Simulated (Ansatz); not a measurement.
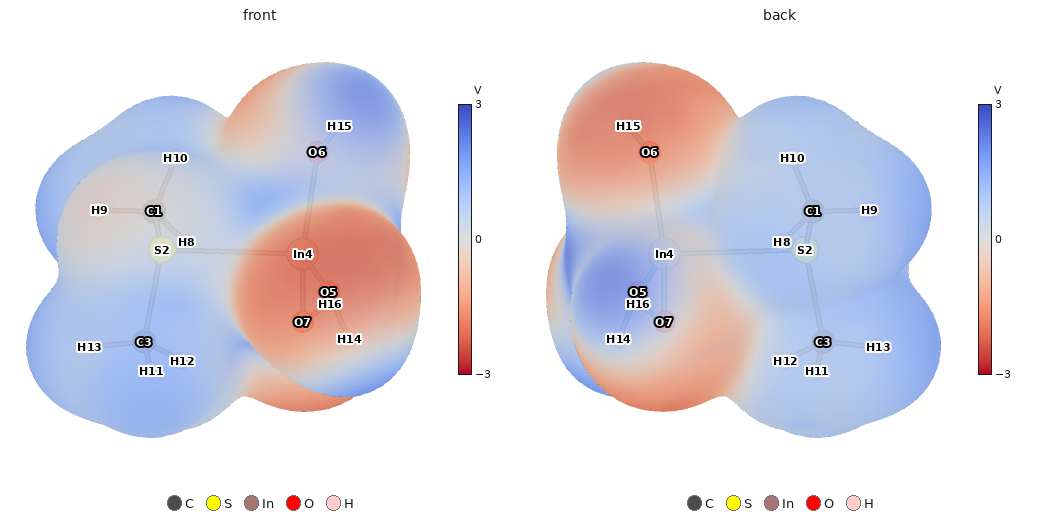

C₂H₉InO₃S. The molecular electrostatic potential painted on the density surface at 0.002 e/bohr³, seen from the front and from behind; red is negative and blue positive.

Geometry: PBE0-D4/def2-TZVP; core potentials replace the inner electrons of In.

Theory: Ansatz 0.2.0, RKS PBE0-D4/def2-TZVPP.

```yaml
atoms:
  - { symbol: C, position_ang: [-0.1445, 0.5007, 1.9206] }
  - { symbol: S, position_ang: [1.1684, 0.3002, 0.7069] }
  - { symbol: C, position_ang: [1.3109, -1.4931, 0.6618] }
  - { symbol: In, position_ang: [-0.4312, 0.6357, -1.3862] }
  - { symbol: O, position_ang: [0.7922, 0.5337, -2.9575] }
  - { symbol: O, position_ang: [-1.2428, 2.3594, -0.7778] }
  - { symbol: O, position_ang: [-1.5011, -1.0062, -0.9159] }
  - { symbol: H, position_ang: [-0.9789, -0.1525, 1.6632] }
  - { symbol: H, position_ang: [0.2356, 0.2743, 2.9164] }
  - { symbol: H, position_ang: [-0.4671, 1.5405, 1.8658] }
  - { symbol: H, position_ang: [2.0494, -1.7344, -0.1028] }
  - { symbol: H, position_ang: [0.3458, -1.9286, 0.3996] }
  - { symbol: H, position_ang: [1.6617, -1.8545, 1.6284] }
  - { symbol: H, position_ang: [0.6315, -0.2621, -3.4700] }
  - { symbol: H, position_ang: [-0.9951, 3.0971, -1.3394] }
  - { symbol: H, position_ang: [-2.4347, -0.8103, -0.8131] }
```

Question: Which sites attract a positive test charge, and which a negative one?

Answer: A positive charge is drawn to the negative regions and a negative charge to the positive ones. The most negative region (about −2.0 V) lies over O5, the most positive (about +1.8 V) over In4 and H16. O5 is the likeliest acceptor of a hydrogen bond.
